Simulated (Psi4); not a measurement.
# C2H5AlO (SMILES [CH3][Al]1[CH2][O]1): MP3/6-31G(d) (spherical functions)

Aim: the energy change on altering one bond length of C2H5AlO at MP3/6-31G* (spherical functions), from 2 runs. 

The results are computed with Psi4 1.11.

1 further run of the same task is left out (set aside as unsound or not needed).

### Step 1. The system as given

C2H5AlO: 9 atoms, total charge 0, spin state singlet. SMILES: `[CH3][Al]1[CH2][O]1`. Geometry: relaxed at PBE0-D4/def2-TZVP.

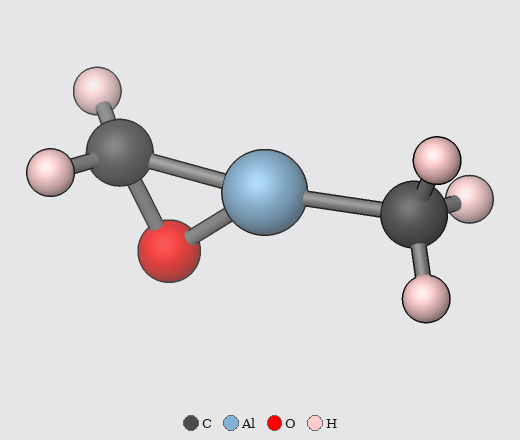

Viewed from a chosen angle; carbon dark grey, aluminium light blue, oxygen red, hydrogen pink.

### Step 2. The energy at MP3/6-31G(d) (spherical functions)

The input, job.in:

```
memory 2.2 GB

molecule {
  C     -1.26781726     2.49481643    -2.04373880
  Al     0.09694295    -0.14494199     0.08352589
  C      1.28255712    -2.41922738     2.54980746
  O      1.49156083    -3.04151420    -0.18500419
  H      0.07502213     2.97631865    -3.53775628
  H     -1.70113146     4.20653035    -0.97793327
  H     -3.00693221     1.84588448    -2.95194118
  H      0.07275446    -3.74260259     3.56723601
  H      3.12409523    -2.26275806     3.46349004
  units bohr
  symmetry c1
  no_reorient
  no_com
}

set {
  basis           6-31G*
  puream          true
  e_convergence   1e-09
  d_convergence   1e-08
  scf_type        pk
  num_frozen_docc 8
  mp_type         conv
}

e = energy("mp3")
```

Command:

```
psi4 job.in job.out -n 1
```

job.out:

```text
[...]
  Running in c1 symmetry.
[...]
  Nuclear repulsion =  145.500629799739670
[...]
  Multiplicity = 1
[...]
  Nalpha       = 19
  Nbeta        = 19
[...]
    Number of basis functions: 70
[...]
   @RHF iter   1:  -395.20633159815901   -9.64833e-01   7.98703e-03 ADIIS/DIIS
[...]
   @RHF iter  12:  -395.37333211542511   -5.96856e-12   6.94586e-09 DIIS
[...]
    Orbital Energies [Eh]
    ---------------------
    Doubly Occupied:
       1A    -58.454739     2A    -20.506626     3A    -11.235098
       4A    -11.221986     5A     -4.885148     6A     -3.200095
       7A     -3.198463     8A     -3.196963     9A     -1.270832
      10A     -0.947992    11A     -0.840577    12A     -0.584728
      13A     -0.582695    14A     -0.570936    15A     -0.568885
      16A     -0.517288    17A     -0.457867    18A     -0.409132
      19A     -0.330716
[...]
  @RHF Final Energy:  -395.37333211542511
   => Energetics <=
    Nuclear Repulsion Energy =            145.5006297997396700
    One-Electron Energy =                -835.7863897723927948
    Two-Electron Energy =                 294.9124278572279536
    Total Energy =                       -395.3733321154251144
[...]
 Multipole Moments:
 ------------------------------------------------------------------------------------
     Multipole            Electronic (a.u.)      Nuclear  (a.u.)        Total (a.u.)
 ------------------------------------------------------------------------------------
 L = 1.  Multiply by 2.5417464519 to convert [e a0] to [Debye]
 Dipole X            :        -12.4845430           11.8449923           -0.6395507
 Dipole Y            :         24.0577067          -22.7394523            1.3182543
 Dipole Z            :         -2.1963035            2.2053103            0.0090068
 Magnitude           :                                                    1.4652306
[...]
	SCS-MP2 Total Energy (a.u.)        :  -395.86012921104896
	SOS-MP2 Total Energy (a.u.)        :  -395.85648866735806
[...]
	SOS-PI-MP2 Total Energy (a.u.)     :  -395.89365455596834
[...]
	MP2 Total Energy (a.u.)            :  -395.86741029843085
[...]
	SCS-MP3 Total Energy (a.u.)        :  -395.86545664588039
[...]
	MP3 Total Energy (a.u.)            :  -395.88872003775651
[...]
```

It took 3.9 s on 1 thread of Intel Xeon 6975P-C (Granite Rapids), shared host; peak memory 0.35 GiB.

### Step 3. The distorted shape

The input, c2h5alo.xyz:

```xyz
9
C2H5AlO
C     -0.556249     0.867297    -1.363502
Al     0.165951    -0.529603    -0.237802
C      0.793351    -1.733103     1.067298
O      0.903951    -2.062403    -0.379902
H      0.154351     1.122097    -2.154102
H     -0.900200     2.226000    -0.517500
H     -1.476549     0.523897    -1.844102
H      0.153151    -2.433403     1.605698
H      1.767851    -1.650303     1.550798
```

The input, run.py:

```python
import psi4

psi4.set_memory('2200 MB')
psi4.set_num_threads(1)
psi4.core.set_output_file('c2h5alo.out', False)

with open('c2h5alo.xyz') as f:
    atoms = ''.join(f.readlines()[2:])
mol = psi4.geometry('0 1\n' + atoms + 'symmetry c1')

psi4.set_options({
    'puream': True,
    'e_convergence': 1e-09,
    'd_convergence': 1e-08,
    'scf_type': 'pk',
    'num_frozen_docc': 8,
    'mp_type': 'conv',
})

E, wfn = psi4.energy('mp3/6-31G*', return_wfn=True)
print('E =', round(E, 9))
```

Command:

```
python run.py
```

c2h5alo.out:

```text
[...]
  Running in c1 symmetry.
[...]
  Nuclear repulsion =  143.873077679218937
[...]
  Multiplicity = 1
[...]
  Nalpha       = 19
  Nbeta        = 19
[...]
    Number of basis functions: 70
[...]
   @RHF iter   1:  -395.10752179921326   -1.12979e+00   8.00475e-03 DIIS/ADIIS
[...]
   @RHF iter  13:  -395.28922284502431   -2.72848e-12   3.20597e-09 DIIS
[...]
    Orbital Energies [Eh]
    ---------------------
    Doubly Occupied:
       1A    -58.462060     2A    -20.510196     3A    -11.274352
       4A    -11.237107     5A     -4.891737     6A     -3.206856
       7A     -3.204977     8A     -3.203796     9A     -1.274183
      10A     -0.923938    11A     -0.842783    12A     -0.587846
      13A     -0.586176    14A     -0.581398    15A     -0.522829
      16A     -0.492231    17A     -0.435625    18A     -0.412164
      19A     -0.333637
[...]
  @RHF Final Energy:  -395.28922284502431
   => Energetics <=
    Nuclear Repulsion Energy =            143.8730776792189374
    One-Electron Energy =                -832.3568187290813967
    Two-Electron Energy =                 293.1945182048381753
    Total Energy =                       -395.2892228450243124
[...]
 Multipole Moments:
 ------------------------------------------------------------------------------------
     Multipole            Electronic (a.u.)      Nuclear  (a.u.)        Total (a.u.)
 ------------------------------------------------------------------------------------
 L = 1.  Multiply by 2.5417464519 to convert [e a0] to [Debye]
 Dipole X            :          0.9723753           -1.5548945           -0.5825192
 Dipole Y            :         -2.2030228            3.3085794            1.1055566
 Dipole Z            :          0.0410228           -0.1449940           -0.1039711
 Magnitude           :                                                    1.2539513
[...]
	SCS-MP2 Total Energy (a.u.)        :  -395.78339112783027
	SOS-MP2 Total Energy (a.u.)        :  -395.78054879204365
[...]
	SOS-PI-MP2 Total Energy (a.u.)     :  -395.81834309566051
[...]
	MP2 Total Energy (a.u.)            :  -395.78907579940341
[...]
	SCS-MP3 Total Energy (a.u.)        :  -395.78914119754847
[...]
	MP3 Total Energy (a.u.)            :  -395.81207607827628
[...]
```

On the terminal:

```text
E = -395.812076078
```

Run time: 4.2 s. Hardware: 1 thread of Intel Xeon 6975P-C (Granite Rapids), shared host; peak memory 0.35 GiB.

### Step 4. Summary of results

Level: MP3/6-31G* (spherical functions), 8 core orbitals frozen.

| quantity | value |
| --- | --- |
| first shape: total energy | -395.88872 Eh |
| first shape: HOMO energy (Hartree–Fock orbitals) | -9.00 eV |
| first shape: LUMO energy (Hartree–Fock orbitals) | 2.26 eV |
| first shape: HOMO–LUMO gap (Hartree–Fock orbitals) | 11.26 eV |
| first shape: correlation energy (8 core orbitals frozen) | -515.4 mEh |
| distorted shape: total energy | -395.81208 Eh |
| distorted shape: HOMO energy (Hartree–Fock orbitals) | -9.08 eV |
| distorted shape: LUMO energy (Hartree–Fock orbitals) | 2.12 eV |
| distorted shape: HOMO–LUMO gap (Hartree–Fock orbitals) | 11.20 eV |
| distorted shape: correlation energy (8 core orbitals frozen) | -522.9 mEh |
| energy change with the C1–H6 bond stretched from 1.091 to 1.637 Å | 2.086 eV |

In words: With the C1–H6 bond stretched from 1.091 to 1.637 Å the energy rises by 2.09 eV (201 kJ/mol). The first shape isn't relaxed at this level, so the change isn't measured from a minimum.
